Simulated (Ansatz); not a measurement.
```xyz
9

Al    0.0058   -0.2340   -0.0063
F     0.0362   -0.3407    1.6711
C     1.6897   -0.0885   -0.9528
H     2.1180   -1.0552   -1.2477
H     1.5724    0.5010   -1.8724
H     2.4428    0.4099   -0.3293
H    -1.4322   -0.2271   -0.6720
H     0.0930    2.3530    0.9477
H     0.0558    1.7646    1.3472
```

Not at a stationary point (largest force 1.4 eV/Å).

These are results of Ansatz 0.2.0, RKS r2SCAN-D4/6-31G*, not measurements.

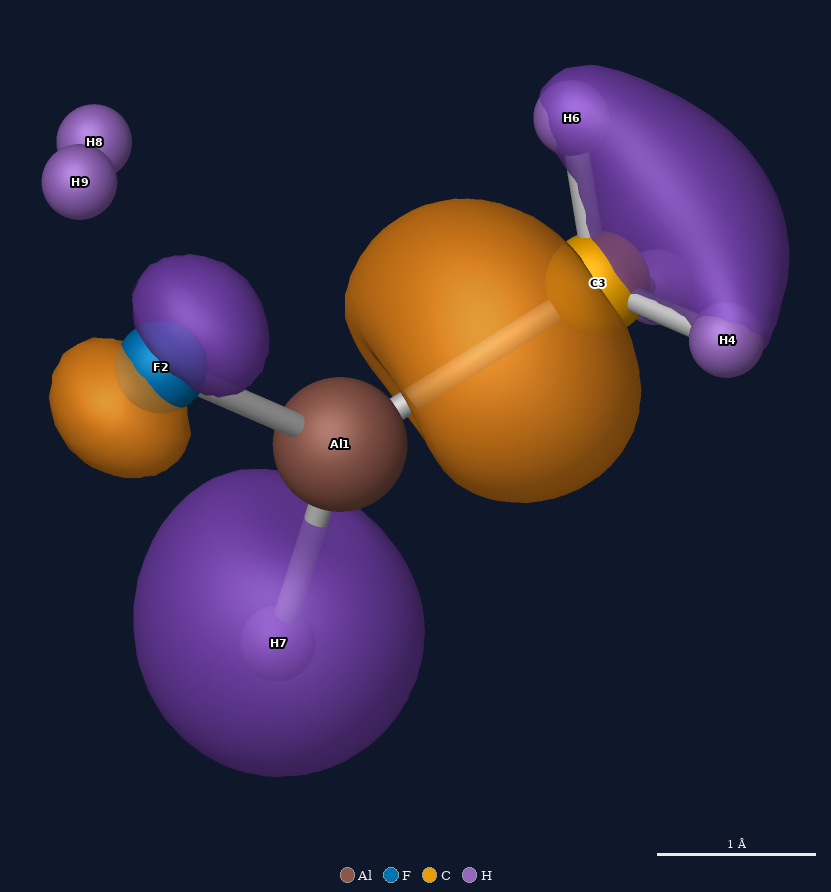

CH4AlF···H2. The HOMO at ±0.15 Å⁻³ᐟ² (orange and purple are the two phases), seen across its widest extent.

What is the character of this orbital?

By Hirshfeld shares it lies mainly on C3 (about 35 %), Al1 (about 25 %), H7 (about 20 %) and F2 (about 10 %). Its energy is −7.12 eV.
